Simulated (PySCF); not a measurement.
# BH₁₁NPSi₂, SMILES `[SiH3]N([SiH3])[BH2-][PH3+]`: electronic structure

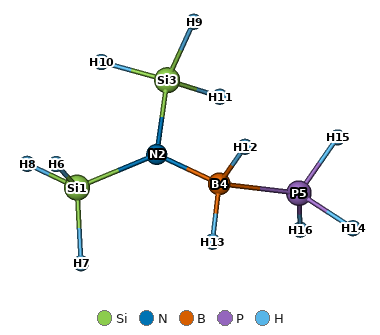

The molecule, with its atoms numbered as below. No frequency check shows the geometry to be a minimum.

Geometry (Å), atoms numbered from 1:

```
Si1      2.0990    0.8492   -0.1505
N2       0.5808    0.0512    0.0873
Si3      0.3799   -1.6581    0.0358
B4      -0.5468    0.8754    0.6462
P5      -2.2881    0.4093   -0.1708
H6       2.7784    1.1222    1.1258
H7       1.8607    2.1139   -0.8539
H8       2.9222   -0.0371   -0.9758
H9       0.1364   -2.2539    1.3591
H10      1.5581   -2.2584   -0.5796
H11     -0.8315   -1.9057   -0.7947
H12     -0.8134    0.6595    1.7987
H13     -0.4725    2.0426    0.4060
H14     -3.2805    1.2878    0.2278
H15     -2.9774   -0.7508    0.1351
H16     -2.5954    0.4291   -1.5240
```

Part 1: Bonding charge

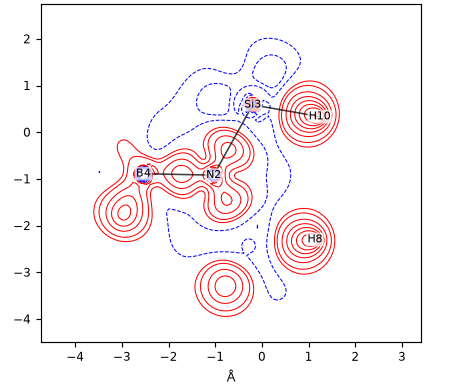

Deformation density (molecule less spherical, spin-averaged free atoms) in the plane of N2, Si3, B4, H8 and H10; contours at ±0.05 to ±0.8 e/Å³; solid red lines: gain, dashed blue lines: loss.

Computed with PySCF, B3LYP/def2-SVP, geometry: GFN2-xTB.

> How much density has each bond in this plane gained at its critical point, relative to the free atoms?

N2–B4: +0.23 e/Å³ at the bond critical point (bond length 1.50 Å, Mayer order 1.0). Si3–H10: +0.18 e/Å³ at the bond critical point (bond length 1.46 Å, Mayer order 1.0). N2–Si3: +0.08 e/Å³ at the bond critical point (bond length 1.72 Å, Mayer order 1.1); up to 0.6 Å beside the axis the gain reaches +0.35 e/Å³. In all, 3.7 electrons gather in the regions of gain relative to the promolecule. A small or negative value marks a very polar bond, one between electron-rich atoms, whose free-atom densities already overlap strongly, a long bond to a heavier atom, or a closed-shell contact such as a hydrogen bond.

> Where do the Hirshfeld charges lie?

The highest Hirshfeld charge is on Si1 (+0.36 e), the lowest on N2 (−0.31 e).

| atom | charge (e) |
| --- | --- |
| Si1 | +0.36 |
| N2 | −0.31 |
| Si3 | +0.35 |
| B4 | −0.04 |
| P5 | +0.34 |
| H6 | −0.10 |
| H7 | −0.09 |
| H8 | −0.09 |
| H9 | −0.10 |
| H10 | −0.08 |
| H11 | −0.11 |
| H12 | −0.09 |
| H13 | −0.08 |
| H14 | +0.02 |
| H15 | +0.01 |
| H16 | +0.01 |

Part 2: Local ionisation energy

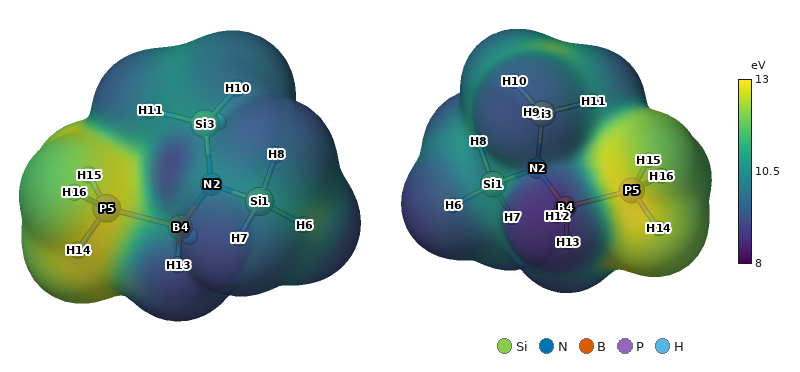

Average local ionisation energy on the surface of electron density 0.001 a.u. (back view left, front view right).

> Locate the minima of the map.

The lowest value is 8.5 eV, 1.5 Å from H12. Further minima include 8.9 eV, over N2, off the plane of its three bonds (2.0 Å); 8.9 eV, 1.5 Å from H6; 9.0 eV, 1.5 Å from H13. For comparison, the highest occupied orbital lies at −6.2 eV.

> What volume does the surface enclose, and what is the dipole moment?

About 182 Å³; the dipole moment is 4.1 D.

Part 3: In an electric field

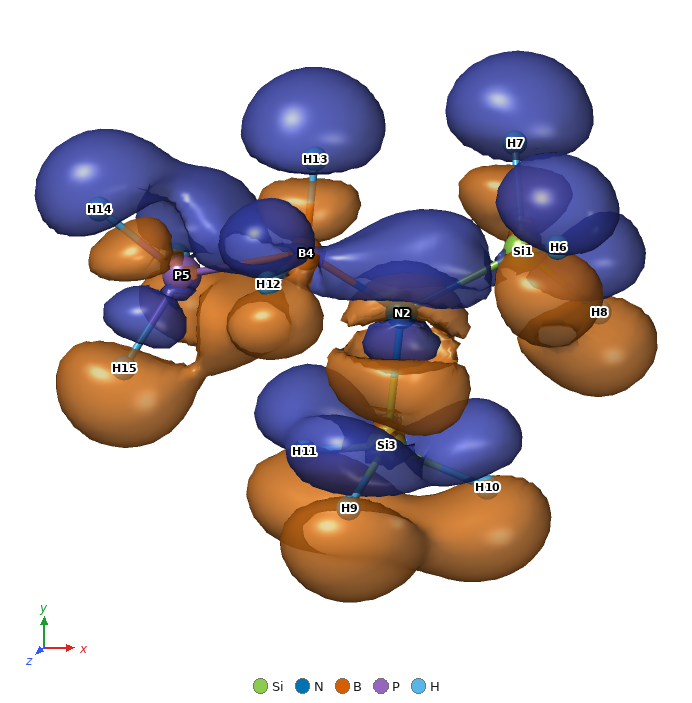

Change of the electron density in a uniform field of 0.10 V/Å, surfaces at ±0.0006 e/Å³ (orange: gain, blue: loss).

PySCF calculation, ωB97X/def2-SVPD, gas phase; geometry: GFN2-xTB.

The field was applied in both directions; the picture shows the one opposite to the script's first.

> Along which Cartesian direction does the field point?

Along +y: electrons gather on the −y side, against the field.

> How large is the response?

The induced dipole is 0.51 D (along the field); α along this axis, from the fields in both directions, is 101 bohr³ (15.0 Å³).

Part 4: Localised orbitals

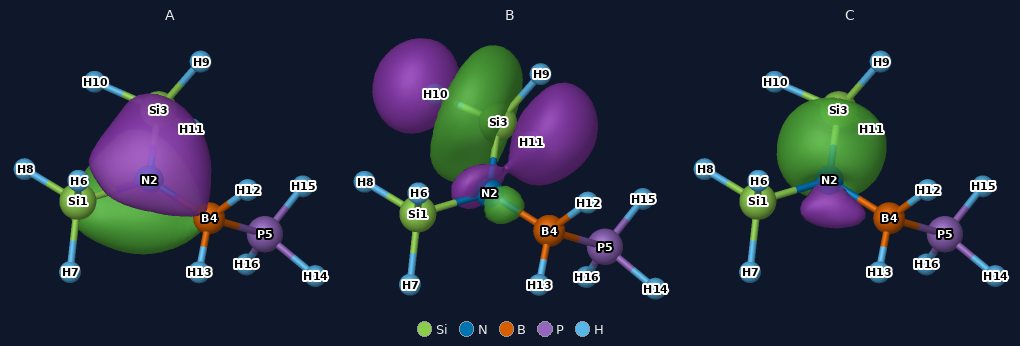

Intrinsic bond orbitals (IBO), occupied and valence-virtual; each surface holds about 85 % of the orbital's density. Energies are diagonal elements of the Fock matrix.

Level of theory: B3LYP/6-31G* (PySCF), at a geometry from GFN2-xTB.

> Identify each orbital.

By panel:
- A: p-type lone pair on N2, partly delocalised onto Si3 and Si1 (N2 86 %, Si3 4 %, Si1 4 %; −7.2 eV)
- B: σ* orbital Si3–H10 (Si3 55 %, H10 43 %; 6.5 eV)
- C: σ bond N2–Si3 (N2 70 %, Si3 28 %; −14.0 eV)

> How do all the valence pairs divide up?

16 pairs: 15 σ bonds and 1 partly delocalised lone pair.

The PySCF runs shown took 47 s, 2.7 min and 35 s on 1 thread of Intel(R) Xeon(R) Processor @ 2.50GHz (Skylake/Cascade Lake), on a shared host.
